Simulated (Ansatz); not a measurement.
Interlayer sliding in a free bilayer taken from bulk MoS$_{2}$ (2H-MoS2 type, space group P6_3/mmc): the upper half of the atoms below is shifted in the plane.

```xyz
6
Lattice="3.1732 0.0000 0.0000 1.5866 2.7481 0.0000 0.0000 0.0000 24.3302" Properties=species:S:1:pos:R:3 pbc="T T T"
S      1.5866     0.9160     7.5000
Mo     3.1732     1.8320     9.0558
S      1.5866     0.9160    10.6117
S      3.1732     1.8320    13.7185
Mo     1.5866     0.9160    15.2743
S      3.1732     1.8320    16.8302
```

In-plane vectors a = (3.173, 0.000) Å, b = (1.587, 2.748) Å, area 8.72 Å². The shift is s times the vector a (length 3.173 Å), so s = 1 restores the start. Atoms relax along the normal only. γ = [E(shift) − E(0)] / area.

All values below come from r2SCAN+rVV10 (plane waves to 500 eV, PAW, scalar-relativistic; Ansatz, an electronic-structure program). k mesh 12×12×1 (Γ-centred), Fermi-Dirac smearing 0.05 eV. E is the zero-smearing estimate. MoS2 is run without spin polarisation. MoS2 was relaxed with its symmetry unable to fall. The PAW data are Ansatz's earlier set. γ is measured from zero shift.

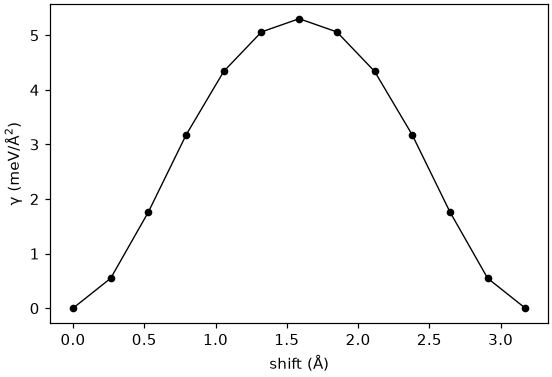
Figure: γ (meV/Å²) against shift (Å); markers are the computed points, lines only join them (the last repeats the first, one period on).

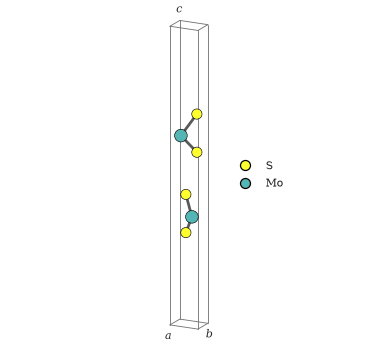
Fig. 1. The cell of the calculation at s = 0.500.

The rise of the interlayer gap from the lowest to the highest point is 0.4 Å and the steepest slope dγ/d(shift) before the first maximum (spline) is 0.87 GPa. Stacking at the lowest point: s = 0.000, Mo above S, S above Mo. Stacking at the highest point: no atom directly above another. Position of the highest point: s = 0.500.

A slope of 1 mJ/m² per Å is 0.01 GPa.

(The slope of γ gives the shear force per area between the displaced halves; near zero shift its curvature is an elastic stiffness.)
